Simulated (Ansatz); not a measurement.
**BClFH2 with multiplicity 2: two geometries relaxed**

Aim: relax the geometries before and after the reaction (atom abstraction by a radical), and see whether they are two minima and how far apart in energy. Meant to form: Cl2–F5; to break: B1–Cl2. The start is a guess near the saddle point, from which both ends are pulled out.

All numbers below are computed with Ansatz 0.2.0 (UKS PBE/cc-pVDZ).

## Step 1: The starting structure

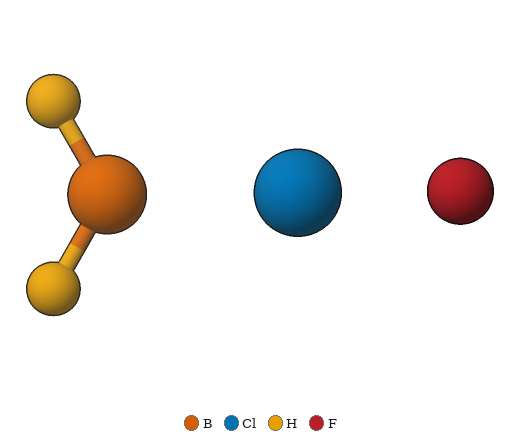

The starting structure, seen from a chosen angle (boron orange, chlorine blue, hydrogen amber, fluorine red).

As a file:

```xyz
5

B     0.0000    0.0000    0.0000
Cl    0.0000    0.0000    2.1100
H     1.0305    0.0000   -0.5950
H    -1.0305    0.0000   -0.5950
F     0.0000    0.0000    3.9100
```

## Step 2: A restrained relaxation towards end A

Springs on the bonds that form and break draw the guess towards this end; the thresholds are loose.

input.yaml

```yaml
crystal:
  periodic: [false, false, false]
  atoms:
    - { symbol: B, position_ang: [0.0, 0.0, 0.0] }
    - { symbol: Cl, position_ang: [0.0, 0.0, 2.11] }
    - { symbol: H, position_ang: [1.0305, 0.0, -0.595] }
    - { symbol: H, position_ang: [-1.0305, 0.0, -0.595] }
    - { symbol: F, position_ang: [0.0, 0.0, 3.91] }
magnetization:
  spin_polarized: true
  initial_magnetization: 1
basis:
  gaussian: { orbitals: cc-pVDZ }
hamiltonian:
  xc: pbe
relax:
  f_tol: 0.15
  max_steps: 25
  restrain:
    - { distance: [1, 4], at: 2.7, k: 30.0 }
    - { distance: [0, 1], at: 1.86, k: 30.0 }
output:
  orbitals: {}
```

The run is started by

```bash
ansatz run input.yaml --threads 1 --pin off --max-ram 2048MiB --backend cpu --events-out ev --progress --plain --runs-dir out
```

Output, shortened:

```text
Warning: RAYON_NUM_THREADS=1 ignored (pool sized by the plan → 1); use --threads N
[...]
Functional definition: PBE
[...]
670 factors; their error is unknown
[...]
mean field -15935.41736013 eV, -585.6157865709 hartree, gradient 9.2e-6 eV, S^2 0.754211; 6 other end points of the search recorded, 0 dependent functions left out
[...]
reference -15935.41738351 eV, -585.6157874302 hartree; 17, 16 occupied and 39, 40 virtual orbitals, 670 factors
relax step   1: F+E_penalty+E_count = -15935.41736013 eV  Δ(F+E_penalty+E_count) = +0.000e0 eV  max|allowed force component| = 4.603e0 eV/Å  E_restraint = 13.08750000 eV  max|allowed force component, restraints' pulls added| = 3.910e1 eV/Å  Δτ_max = 0.0000 Å  (161 SCF iters, accepted)
[...]
WARN: the results are in doubt because the forces break the atoms' symmetry
relax step   3: F+E_penalty+E_count = -15936.56916991 eV  Δ(F+E_penalty+E_count) = -2.209e-1 eV  max|allowed force component| = 6.207e-1 eV/Å  E_restraint = 0.68179278 eV  max|allowed force component, restraints' pulls added| = 5.795e0 eV/Å  Δτ_max = 0.1949 Å  (125 SCF iters, accepted)
[...]
relax step   5: F+E_penalty+E_count = -15936.60049074 eV  Δ(F+E_penalty+E_count) = -1.879e-2 eV  max|allowed force component| = 1.266e0 eV/Å  E_restraint = 0.03311975 eV  max|allowed force component, restraints' pulls added| = 6.358e-1 eV/Å  Δτ_max = 0.1462 Å  (91 SCF iters, accepted)
[...]
relax step   7: F+E_penalty+E_count = -15936.68412899 eV  Δ(F+E_penalty+E_count) = -2.781e-2 eV  max|allowed force component| = 1.271e0 eV/Å  E_restraint = 0.02509013 eV  max|allowed force component, restraints' pulls added| = 4.172e-1 eV/Å  Δτ_max = 0.0761 Å  (54 SCF iters, accepted)
[...]
relax step   9: F+E_penalty+E_count = -15936.73831956 eV  Δ(F+E_penalty+E_count) = -2.051e-2 eV  max|allowed force component| = 1.237e0 eV/Å  E_restraint = 0.02047775 eV  max|allowed force component, restraints' pulls added| = 5.331e-1 eV/Å  Δτ_max = 0.0498 Å  (41 SCF iters, accepted)
[...]
relax step  10: F+E_penalty+E_count = -15936.76766727 eV  Δ(F+E_penalty+E_count) = -2.935e-2 eV  max|allowed force component| = 1.197e0 eV/Å  E_restraint = 0.01758282 eV  max|allowed force component, restraints' pulls added| = 6.622e-1 eV/Å  Δτ_max = 0.1953 Å  (44 SCF iters, accepted)
  distance Cl 1 - F 4 = 2.7083 Å
  distance B 0 - Cl 1 = 1.8268 Å
[...]
670 factors; their error is unknown
```

## Step 3: The output, continued: pulled along the bonds that form and break, towards end A

The log, continued, shortened:

```text
mean field -15936.79476177 eV, -585.6664051475 hartree, gradient 8.9e-6 eV, S^2 0.750953; 0 other end points of the search recorded, 0 dependent functions left out
[...]
reference -15936.79478566 eV, -585.6664060255 hartree; 17, 16 occupied and 39, 40 virtual orbitals, 670 factors
relax step  11: F+E_penalty+E_count = -15936.79476177 eV  Δ(F+E_penalty+E_count) = -2.709e-2 eV  max|allowed force component| = 1.139e0 eV/Å  E_restraint = 0.01650992 eV  max|allowed force component, restraints' pulls added| = 4.986e-1 eV/Å  Δτ_max = 0.1623 Å  (44 SCF iters, accepted)
[...]
relax step  17: F+E_penalty+E_count = -15936.86065053 eV  Δ(F+E_penalty+E_count) = -9.201e-3 eV  max|allowed force component| = 1.252e0 eV/Å  E_restraint = 0.02275408 eV  max|allowed force component, restraints' pulls added| = 1.710e-1 eV/Å  Δτ_max = 0.0977 Å  (42 SCF iters, accepted)
[...]
  distance Cl 1 - F 4 = 2.6876 Å
  distance B 0 - Cl 1 = 1.8220 Å
670 factors; their error is unknown
[...]
mean field -15936.86567770 eV, -585.6690112598 hartree, gradient 9.6e-6 eV, S^2 0.751036; 8 other end points of the search recorded, 0 dependent functions left out
[...]
reference -15936.86570160 eV, -585.6690121384 hartree; 17, 16 occupied and 39, 40 virtual orbitals, 670 factors
Total energy: -15936.86570160 eV, -585.6690121384 hartree
Atom 0 at    -0.025992    -0.001002     0.244007 Å, force    -0.838962    -0.001779     0.764253 eV/Å
Atom 1 at    -1.321926    -0.009870     1.524721 Å, force     1.235566     0.008923    -0.436578 eV/Å
Atom 2 at     1.116833    -0.007270     0.620147 Å, force    -0.009262    -0.000514     0.024502 eV/Å
Atom 3 at    -0.434166     0.010736    -0.893014 Å, force     0.008762    -0.002372     0.004901 eV/Å
Atom 4 at     0.665252     0.007407     3.334139 Å, force    -0.396103    -0.004258    -0.357077 eV/Å
Dipole moment:    -0.142724    -0.001606    -0.473104 e Å
```

It took 38 s on 1 thread of Intel Xeon Platinum 8488C (Sapphire Rapids), shared host; peak memory 0.16 GiB.

Relaxation path:

```csv
step,energy from step 1 (eV),largest force component (eV/Å)
1,0.0000,4.6033
2,-0.9309,2.5294
3,-1.1518,0.6207
4,-1.1643,1.0913
5,-1.1831,1.2662
6,-1.2390,1.2741
7,-1.2668,1.2708
8,-1.3004,1.2317
9,-1.3210,1.2369
10,-1.3503,1.1968
11,-1.3774,1.1393
12,-1.3884,1.1013
13,-1.4000,1.0910
14,-1.4084,1.2090
15x,-1.2169,1.8849
16,-1.4341,1.2316
17,-1.4433,1.2518
18,-1.4483,1.2356
```

Step 1 is the start. 1 step was tried and not accepted (15; marked x where the table lists them). Energies and forces in the table leave out the springs, which the log lists apart; the run stops on the force with the springs' pull added.

After: Bond lengths: B1–Cl2 1.822 Å, B1–H3 1.203 Å, B1–H4 1.208 Å. Angles: Cl2–B1–H3 117.1°, Cl2–B1–H4 114.9°, H3–B1–H4 128.0°.

Pairs that crossed the distance rule for bonds on the way: moved apart Cl2–F5.

## Step 4: End point A

It starts where the restrained run ended.

input.yaml

```yaml
crystal:
  periodic: [false, false, false]
  atoms:
    - { symbol: B, position_ang: [-0.025992, -0.001002, 0.244007] }
    - { symbol: Cl, position_ang: [-1.321926, -0.00987, 1.524721] }
    - { symbol: H, position_ang: [1.116833, -0.00727, 0.620147] }
    - { symbol: H, position_ang: [-0.434166, 0.010736, -0.893014] }
    - { symbol: F, position_ang: [0.665252, 0.007407, 3.334139] }
magnetization:
  spin_polarized: true
  initial_magnetization: 1
basis:
  gaussian: { orbitals: cc-pVDZ }
hamiltonian:
  xc: pbe
relax:
  f_tol: 0.03
  max_steps: 50
output:
  orbitals: {}
```

The run is started by

```bash
ansatz run input.yaml --threads 1 --pin off --max-ram 2048MiB --backend cpu --events-out ev --progress --plain --runs-dir out
```

Output, shortened:

```text
Warning: RAYON_NUM_THREADS=1 ignored (pool sized by the plan → 1); use --threads N
[...]
Functional definition: PBE
[...]
670 factors; their error is unknown
[...]
mean field -15936.86566275 eV, -585.6690107107 hartree, gradient 1.7e-5 eV, S^2 0.751036; 7 other end points of the search recorded, 0 dependent functions left out
[...]
reference -15936.86568634 eV, -585.6690115775 hartree; 17, 16 occupied and 39, 40 virtual orbitals, 670 factors
relax step   1: F+E_penalty+E_count = -15936.86566275 eV  Δ(F+E_penalty+E_count) = +0.000e0 eV  max|allowed force component| = 1.236e0 eV/Å  Δτ_max = 0.0000 Å  (136 SCF iters, accepted)
[...]
relax step   6: F+E_penalty+E_count = -15937.08610896 eV  Δ(F+E_penalty+E_count) = -1.730e-3 eV  max|allowed force component| = 4.430e-2 eV/Å  Δτ_max = 0.0169 Å  (33 SCF iters, accepted)
[...]
relax step   7: F+E_penalty+E_count = -15937.08674128 eV  Δ(F+E_penalty+E_count) = -6.323e-4 eV  max|allowed force component| = 5.903e-3 eV/Å  Δτ_max = 0.0205 Å  (32 SCF iters, accepted)
670 factors; their error is unknown
[...]
mean field -15937.08674128 eV, -585.6771351965 hartree, gradient 1.8e-5 eV, S^2 0.751275; 5 other end points of the search recorded, 0 dependent functions left out
[...]
reference -15937.08676433 eV, -585.6771360437 hartree; 17, 16 occupied and 39, 40 virtual orbitals, 670 factors
Total energy: -15937.08676433 eV, -585.6771360437 hartree
Atom 0 at     0.002848    -0.000178     0.272212 Å, force     0.004173     0.000382    -0.005341 eV/Å
Atom 1 at    -1.114242    -0.003837     1.623982 Å, force    -0.002798     0.000628     0.000623 eV/Å
Atom 2 at     1.181686    -0.004240     0.518161 Å, force    -0.002193     0.000477    -0.001964 eV/Å
Atom 3 at    -0.500966     0.005807    -0.826784 Å, force    -0.000249    -0.000854     0.000780 eV/Å
Atom 4 at     0.430675     0.002449     3.242430 Å, force     0.001068    -0.000633     0.005903 eV/Å
Dipole moment:    -0.205839    -0.000912    -0.512875 e Å
```

Wall time 12 s (1 thread of Intel Xeon Platinum 8488C (Sapphire Rapids), shared host); peak memory 0.15 GiB.

Step by step:

```csv
step,energy from step 1 (eV),largest force component (eV/Å)
1,0.0000,1.2356
2,-0.1690,0.7488
3x,-0.1511,0.7009
4,-0.2187,0.0773
5x,-0.2148,0.3157
6,-0.2204,0.0443
7,-0.2211,0.0059
```

Step 1 is the start. 2 steps were tried and not accepted (3, 5; marked x where the table lists them).

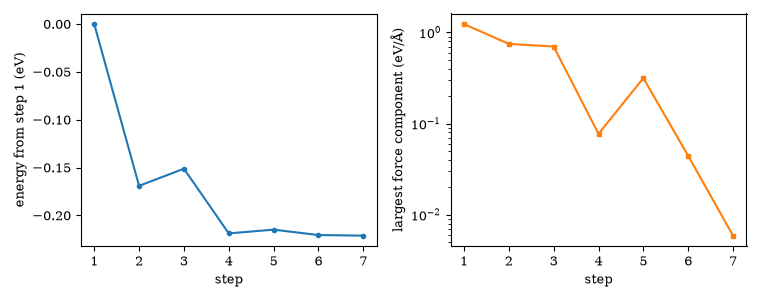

Energy and largest force along the relaxation.

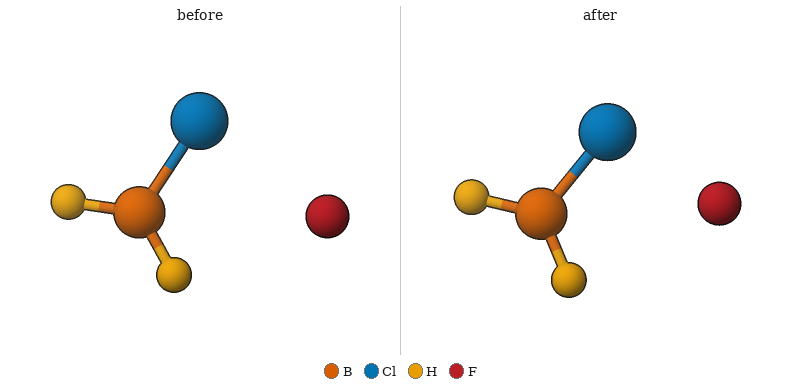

The structure before (left) and after (right), drawn at the same scale.

After: Bond lengths: B1–Cl2 1.754 Å, B1–H3 1.204 Å, B1–H4 1.209 Å. Angles: Cl2–B1–H3 117.8°, Cl2–B1–H4 115.8°, H3–B1–H4 126.4°.

## Step 5: Pulling towards end B

Springs on the bonds that form and break draw the guess towards this end; the thresholds are loose.

input.yaml

```yaml
crystal:
  periodic: [false, false, false]
  atoms:
    - { symbol: B, position_ang: [0.0, 0.0, 0.0] }
    - { symbol: Cl, position_ang: [0.0, 0.0, 2.11] }
    - { symbol: H, position_ang: [1.0305, 0.0, -0.595] }
    - { symbol: H, position_ang: [-1.0305, 0.0, -0.595] }
    - { symbol: F, position_ang: [0.0, 0.0, 3.91] }
magnetization:
  spin_polarized: true
  initial_magnetization: 1
basis:
  gaussian: { orbitals: cc-pVDZ }
hamiltonian:
  xc: pbe
relax:
  f_tol: 0.15
  max_steps: 25
  restrain:
    - { distance: [1, 4], at: 1.5, k: 30.0 }
    - { distance: [0, 1], at: 3.06, k: 30.0 }
output:
  orbitals: {}
```

The run is started by

```bash
ansatz run input.yaml --threads 1 --pin off --max-ram 2048MiB --backend cpu --events-out ev --progress --plain --runs-dir out
```

Output, shortened:

```text
Warning: RAYON_NUM_THREADS=1 ignored (pool sized by the plan → 1); use --threads N
[...]
Functional definition: PBE
[...]
670 factors; their error is unknown
[...]
mean field -15935.41736013 eV, -585.6157865709 hartree, gradient 9.2e-6 eV, S^2 0.754211; 6 other end points of the search recorded, 0 dependent functions left out
[...]
reference -15935.41738351 eV, -585.6157874302 hartree; 17, 16 occupied and 39, 40 virtual orbitals, 670 factors
relax step   1: F+E_penalty+E_count = -15935.41736013 eV  Δ(F+E_penalty+E_count) = +0.000e0 eV  max|allowed force component| = 4.603e0 eV/Å  E_restraint = 14.88750000 eV  max|allowed force component, restraints' pulls added| = 3.290e1 eV/Å  Δτ_max = 0.0000 Å  (161 SCF iters, accepted)
[...]
  distance Cl 1 - F 4 = 1.6147 Å
  distance B 0 - Cl 1 = 3.0458 Å
670 factors; their error is unknown
[...]
mean field -15933.97961488 eV, -585.5629504074 hartree, gradient 2.1e-5 eV, S^2 0.752336; 1 other end points of the search recorded, 0 dependent functions left out
[...]
reference -15933.97964158 eV, -585.5629513887 hartree; 17, 16 occupied and 39, 40 virtual orbitals, 670 factors
Total energy: -15933.97964158 eV, -585.5629513887 hartree
Atom 0 at     0.000002     0.000116    -0.391941 Å, force    -0.000014    -0.000647     0.458354 eV/Å
Atom 1 at    -0.000026    -0.000150     2.653850 Å, force    -0.000067    -0.000174    -3.853812 eV/Å
Atom 2 at     1.114217    -0.000029    -0.850227 Å, force     0.050321     0.000230    -0.001842 eV/Å
Atom 3 at    -1.114211    -0.000029    -0.850231 Å, force    -0.050322     0.000230    -0.001851 eV/Å
Atom 4 at     0.000019     0.000092     4.268549 Å, force     0.000082     0.000362     3.399150 eV/Å
Dipole moment:    -0.000001     0.000009    -0.627127 e Å
```

It took 12 s on 1 thread of Intel Xeon Platinum 8488C (Sapphire Rapids), shared host; peak memory 0.16 GiB.

Step by step:

```csv
step,energy from step 1 (eV),largest force component (eV/Å)
1,0.0000,4.6033
2,0.9001,4.1626
3,1.6810,6.1505
4,1.4723,3.9827
5,1.4308,3.8056
6,1.4377,3.8538
```

Step 1 is the start. Energies and forces in the table leave out the springs, which the log lists apart; the run stops on the force with the springs' pull added.

After: Bond lengths: B1–H3 1.205 Å, B1–H4 1.205 Å, Cl2–F5 1.615 Å. Angles: H3–B1–H4 135.3°.

Pairs that crossed the distance rule for bonds on the way: moved apart B1–Cl2.

## Step 6: End point B

It starts where the restrained run ended.

input.yaml

```yaml
crystal:
  periodic: [false, false, false]
  atoms:
    - { symbol: B, position_ang: [2.0e-06, 0.000116, -0.391941] }
    - { symbol: Cl, position_ang: [-2.6e-05, -0.00015, 2.65385] }
    - { symbol: H, position_ang: [1.114217, -2.9e-05, -0.850227] }
    - { symbol: H, position_ang: [-1.114211, -2.9e-05, -0.850231] }
    - { symbol: F, position_ang: [1.9e-05, 9.2e-05, 4.268549] }
magnetization:
  spin_polarized: true
  initial_magnetization: 1
basis:
  gaussian: { orbitals: cc-pVDZ }
hamiltonian:
  xc: pbe
relax:
  f_tol: 0.03
  max_steps: 50
```

The run is started by

```bash
ansatz run input.yaml --threads 1 --pin off --max-ram 2048MiB --backend cpu --events-out ev --progress --plain --runs-dir out
```

Output, shortened:

```text
Warning: RAYON_NUM_THREADS=1 ignored (pool sized by the plan → 1); use --threads N
[...]
Functional definition: PBE
[...]
670 factors; their error is unknown
[...]
mean field -15933.97961797 eV, -585.5629505212 hartree, gradient 1.0e-5 eV, S^2 0.752336; 0 other end points of the search recorded, 0 dependent functions left out
[...]
reference -15933.97964467 eV, -585.5629515025 hartree; 17, 16 occupied and 39, 40 virtual orbitals, 670 factors
relax step   1: F+E_penalty+E_count = -15933.97961797 eV  Δ(F+E_penalty+E_count) = +0.000e0 eV  max|allowed force component| = 3.854e0 eV/Å  Δτ_max = 0.0000 Å  (28 SCF iters, accepted)
[...]
relax step   4: F+E_penalty+E_count = -15935.55640844 eV  Δ(F+E_penalty+E_count) = -8.139e-1 eV  max|allowed force component| = 4.650e0 eV/Å  Δτ_max = 0.1947 Å  (36 SCF iters, accepted)
[...]
relax step   7: F+E_penalty+E_count = -15936.57899481 eV  Δ(F+E_penalty+E_count) = -1.135e-2 eV  max|allowed force component| = 1.702e-1 eV/Å  Δτ_max = 0.1142 Å  (98 SCF iters, accepted)
[...]
relax step  10: F+E_penalty+E_count = -15936.82051072 eV  Δ(F+E_penalty+E_count) = -9.321e-2 eV  max|allowed force component| = 3.804e-1 eV/Å  Δτ_max = 0.1959 Å  (41 SCF iters, accepted)
[...]
relax step  12: F+E_penalty+E_count = -15936.89204889 eV  Δ(F+E_penalty+E_count) = +5.693e-3 eV  max|allowed force component| = 1.161e0 eV/Å  Δτ_max = 0.1912 Å  (37 SCF iters, rejected (line search))
[...]
relax step  13: F+E_penalty+E_count = -15936.93908821 eV  Δ(F+E_penalty+E_count) = -4.135e-2 eV  max|allowed force component| = 2.509e-1 eV/Å  Δτ_max = 0.0935 Å  (33 SCF iters, accepted)
[...]
670 factors; their error is unknown
```

## Step 7: More of the same log: end point B relaxed

Output, continued, shortened:

```text
mean field -15936.97318210 eV, -585.6729619738 hartree, gradient 1.1e-5 eV, S^2 0.751305; 0 other end points of the search recorded, 0 dependent functions left out
[...]
reference -15936.97320538 eV, -585.6729628294 hartree; 17, 16 occupied and 39, 40 virtual orbitals, 670 factors
relax step  14: F+E_penalty+E_count = -15936.97318210 eV  Δ(F+E_penalty+E_count) = -3.409e-2 eV  max|allowed force component| = 1.621e-1 eV/Å  Δτ_max = 0.0972 Å  (33 SCF iters, accepted)
[...]
relax step  20: F+E_penalty+E_count = -15937.08604929 eV  Δ(F+E_penalty+E_count) = -1.325e-3 eV  max|allowed force component| = 1.010e-1 eV/Å  Δτ_max = 0.0457 Å  (33 SCF iters, accepted)
[...]
relax step  21: F+E_penalty+E_count = -15937.08677485 eV  Δ(F+E_penalty+E_count) = -7.256e-4 eV  max|allowed force component| = 1.730e-2 eV/Å  Δτ_max = 0.0176 Å  (32 SCF iters, accepted)
670 factors; their error is unknown
[...]
mean field -15937.08677485 eV, -585.6771364302 hartree, gradient 2.0e-5 eV, S^2 0.751274; 5 other end points of the search recorded, 0 dependent functions left out
[...]
reference -15937.08679899 eV, -585.6771373173 hartree; 17, 16 occupied and 39, 40 virtual orbitals, 670 factors
Total energy: -15937.08679899 eV, -585.6771373173 hartree
Atom 0 at    -0.097604    -0.002965     0.278194 Å, force     0.011386     0.008685    -0.017304 eV/Å
Atom 1 at    -1.005720     0.016078     1.777844 Å, force    -0.000130    -0.001379     0.008511 eV/Å
Atom 2 at     1.104852    -0.021625     0.348313 Å, force    -0.011340    -0.002669     0.002048 eV/Å
Atom 3 at    -0.756061     0.006518    -0.736125 Å, force     0.002656    -0.004058     0.007667 eV/Å
Atom 4 at     0.754533     0.001994     3.161774 Å, force    -0.002572    -0.000579    -0.000921 eV/Å
Dipole moment:    -0.277333     0.000643    -0.478546 e Å
```

Run time: 35 s. Hardware: 1 thread of Intel Xeon Platinum 8488C (Sapphire Rapids), shared host; peak memory 0.16 GiB.

Relaxation path:

```csv
step,energy from step 1 (eV),largest force component (eV/Å)
1,0.0000,3.8538
2,-0.3218,3.4607
3,-0.7629,4.1295
4,-1.5768,4.6496
5,-2.3480,1.5953
6,-2.5880,0.4526
7,-2.5994,0.1702
8,-2.6105,0.5377
9,-2.7477,0.6242
10,-2.8409,0.3804
11,-2.9181,0.4439
12x,-2.9124,1.1614
13,-2.9595,0.2509
14,-2.9936,0.1621
15,-3.0335,0.1783
16,-3.0758,0.2234
17,-3.1010,0.2804
18,-3.1051,0.1096
19x,-3.1044,0.1953
20,-3.1064,0.1009
21,-3.1072,0.0173
```

Step 1 is the start. 2 steps were tried and not accepted (12, 19; marked x where the table lists them).

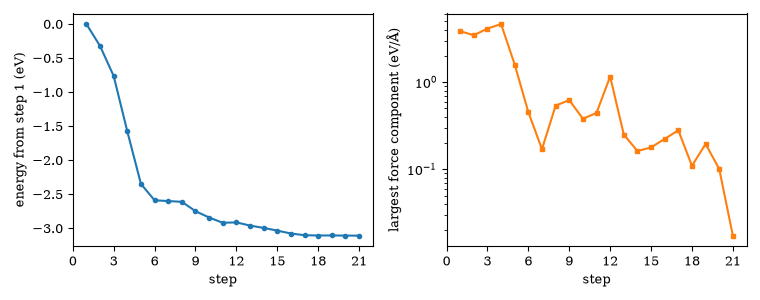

Energy and largest force along the relaxation.

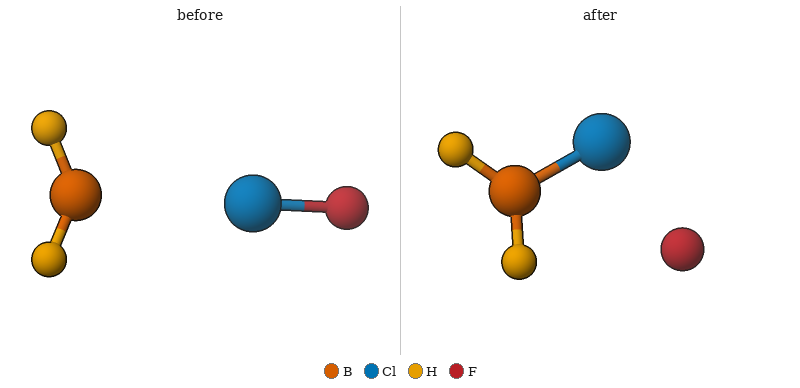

The structure before (left) and after (right), drawn at the same scale.

After: Bond lengths: B1–Cl2 1.753 Å, B1–H3 1.205 Å, B1–H4 1.209 Å. Angles: Cl2–B1–H3 117.9°, Cl2–B1–H4 115.8°, H3–B1–H4 126.3°.

Pairs that crossed the distance rule for bonds on the way: came closer B1–Cl2; moved apart Cl2–F5.

## Step 8: What came out

| quantity | value |
| --- | --- |
| end A | 4 moves, 0.221 eV lower |
| end B | 18 moves, 3.107 eV lower |
| largest difference between the ends | 0.01 Å |
| end B relative to end A | -0.000 eV |

In words: The two relaxations end at one structure, within 0.01 Å: no second minimum was found from this start, which doesn't rule one out.
